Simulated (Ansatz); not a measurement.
**Al4AsN3: density, localisation and related maps**

```xyz
8
Lattice="5.3251 0.0000 0.0300 0.0000 -3.3150 0.0000 -0.0317 0.0000 -5.8250" Properties=species:S:1:pos:R:3 pbc="T T T"
N     5.2597    0.0000   -3.9565
N     5.3114   -1.6575   -0.8338
N     2.5766   -1.6575   -4.8222
As    2.6972    0.0000   -1.9836
Al    1.8510    0.0000   -4.1267
Al    1.8465   -1.6575   -0.6844
Al    4.5445   -1.6575   -4.8273
Al    5.0746    0.0000   -1.9006
```

Space group Pm; started from the ordered alloy on wurtzite lattice prototype, which need not be the ambient phase; computed pressure about 4 GPa in this cell.

Method: DFT, PBE, plane waves, PAW in Ansatz.

The density is the valence pseudo-density of a PAW calculation; it isn't the true density close to the nuclei.

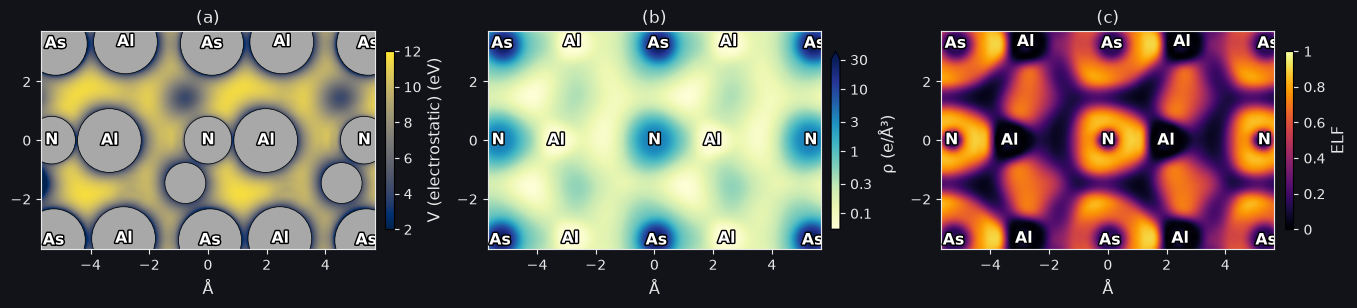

Figure 1. (a) electrostatic potential (local pseudopotential plus Hartree) felt by an electron; (b) valence electron density; (c) ELF on the (011) plane of the conventional cell. Grey discs cover the atomic cores in the potential map.

Read the bonding off the picture.

Answer. Atoms in the plane: N, As and Al. Atoms just off the plane (N, 0.9 Å away and Al, 0.8 Å away) can leave unmarked features too. Al–N (1.97 Å): ρ at the midpoint is about 0.6 e/Å³; the ELF peaks at about 0.90 between the atoms: a polar covalent bond. Al–As (2.38 Å): the density is about 0.51 e/Å³ at the midpoint; the ELF peaks at about 0.90 between the atoms. Between the atoms the lowest density in this plane is 0.06 e/Å³. Outside the cores the potential energy rises away from the atoms and is highest about 1.8 Å from the nearest atoms; its zero is arbitrary.

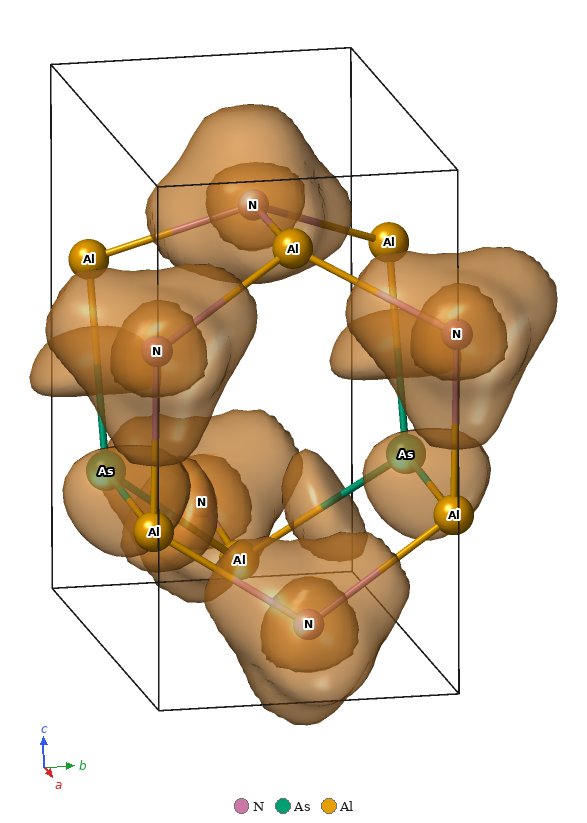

Figure 2. Isosurface of the electron localisation function at 0.75 (orange), seen slightly off an axis. Core shells and regions of very low density are left out. Sticks mark near contacts.

Identify the bonds, lone pairs and shells in this picture.

Answer. The ELF exceeds this value in four regions between bonded Al–As atoms (shared pairs) and three regions on N in which the atom's valence shell and bonds are merged, counted in one cell of 8 atoms. Regions shared between cells count once. Along the contacts the grid gives the following. Al–N (1.85 Å): the ELF peaks at about 0.90 in the valence shell of N, 0.7 Å from its nucleus, and is about 0.85 at the midpoint. Al–As (2.27 Å): the ELF peaks at about 0.90 between the atoms.
